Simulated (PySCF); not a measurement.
# ClH₅OSi, a complex of two parts: interaction energy

Wanted: the interaction energy for `O[SiH3]` with `Cl`.

Programs: PySCF 2.14.0. All values are calculated, for the isolated system unless a continuum is named. Atoms count from 0, parts from 1.

## 1. Starting point

8 atoms, charge 0, multiplicity 1; geometry: GFN2-xTB. Parts: 1 = atoms 0–5, `O[SiH3]`, charge 0; 2 = atoms 6–7, `Cl`, charge 0.

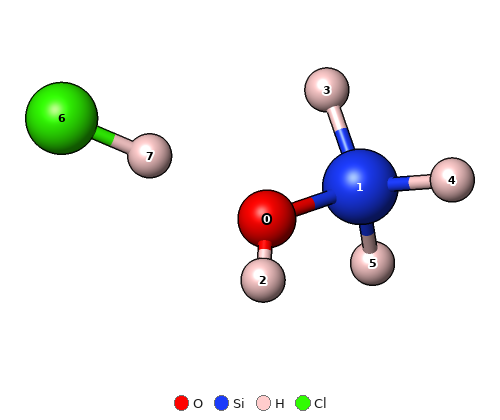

The starting geometry (oxygen red, silicon blue, hydrogen pink, chlorine green), atoms numbered.

## 2. Geometry optimisation at PBE0-D3(BJ)/def2-SVPD

What the job is given:

```
{"job": {"xc": "PBE0", "basis": "def2-SVPD", "d3": "d3bj", "grid": 2, "kind": "geom", "shake": 0.01}, "charge": 0, "multiplicity": 1, "parts": [{"atoms": "0-5", "charge": 0, "multiplicity": 1}, {"atoms": "6-7", "charge": 0, "multiplicity": 1}]}
O      0.308903     1.032423     0.129308
Si     0.006674    -0.499881    -0.330442
H      0.749224     1.263097     0.914648
H     -0.710517    -0.281875    -1.552888
H      1.286961    -1.180570    -0.548810
H     -0.745248    -1.168059     0.721858
Cl    -0.656025     3.696584    -1.032980
H     -0.273661     2.543224    -0.608475
```

Command:

```bash
$ OMP_NUM_THREADS=1 python cluster_run.py task.json out
```

This one command runs all jobs of the session in turn.

**Question.** The jobs that follow are: CCSD(T)/aug-cc-pVDZ and MP2/aug-cc-pVTZ counterpoise interaction energy, frozen core, gas phase. Predict: point group; rotational constants (main isotopes); interaction energy, CCSD(T) limit estimate; MP2/aug-cc-pVTZ; T1 diagnostic.

As calculated:

```
                                  quantity                  value
                               point group                     C1
      rotational constants (main isotopes)  25.99, 1.53, 1.47 GHz
interaction energy, CCSD(T) limit estimate         -5.32 kcal/mol
                           MP2/aug-cc-pVTZ         -5.77 kcal/mol
                             T1 diagnostic                 0.0108
```

**Reading.** The optimisation took 4 steps and gained 0.181 eV; among the close pairs (by a distance rule), O0–Si1 changed most, from 1.628 to 1.695 Å. The interaction energy leaves out the deformation of the parts, 0.84 kcal/mol (MP2); added to the CCSD(T) estimate it gives a binding of about -4.47 kcal/mol. The estimate adds CCSD(T) less MP2 in the small basis (+0.71 kcal/mol) to extrapolated MP2. Hartree-Fock gives -2.95 against -5.32 kcal/mol.
